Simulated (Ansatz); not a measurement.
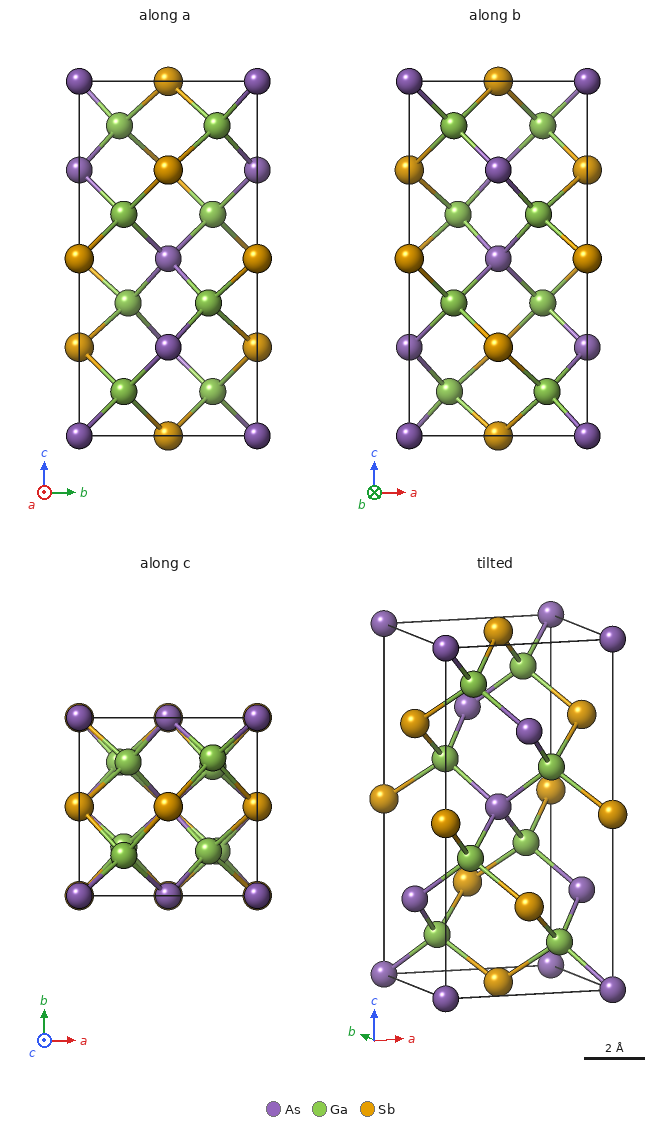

The image is a ball-and-stick drawing of a crystal, viewed along the a axis, along the b axis, along the c axis and slightly off an axis. The outline marks the conventional unit cell.

Lattice parameters: a = 5.9855 Å, b = 5.9855 Å, c = 11.9239 Å, α = 90.000°, β = 90.000°, γ = 90.000°.

Question: Put the structure into a CIF in P1 with every atom of the cell, with free fractional coordinates to two decimals.

Answer:
```cif
data_structure
_symmetry_space_group_name_H-M 'P 1'
_symmetry_Int_Tables_number 1
_cell_length_a 5.9855
_cell_length_b 5.9855
_cell_length_c 11.9239
_cell_angle_alpha 90.000
_cell_angle_beta 90.000
_cell_angle_gamma 90.000
_cell_volume 427.19
loop_
_atom_site_label
_atom_site_type_symbol
_atom_site_fract_x
_atom_site_fract_y
_atom_site_fract_z
_atom_site_occupancy
As1 As 0.00 0.50 0.25 1
Ga1 Ga 0.27 0.75 0.6250 1
As2 As 0.50 0.50 0.50 1
Ga2 Ga 0.25 0.27 0.3750 1
Sb1 Sb 0.50 0.00 0.25 1
Ga3 Ga 0.73 0.25 0.6250 1
Sb2 Sb 0.00 0.00 0.50 1
Ga4 Ga 0.75 0.73 0.3750 1
As3 As 0.50 0.00 0.75 1
Ga5 Ga 0.77 0.25 0.1250 1
As4 As 0.00 0.00 0.00 1
Ga6 Ga 0.75 0.77 0.8750 1
Sb3 Sb 0.00 0.50 0.75 1
Ga7 Ga 0.23 0.75 0.1250 1
Sb4 Sb 0.50 0.50 0.00 1
Ga8 Ga 0.25 0.23 0.8750 1
```

The initial geometry was a structure type filled with these elements by a generator (whether the compound takes this form wasn't checked). The picture shows the end point of a geometry optimisation with Ansatz, DFT, PBE, plane waves, PAW.
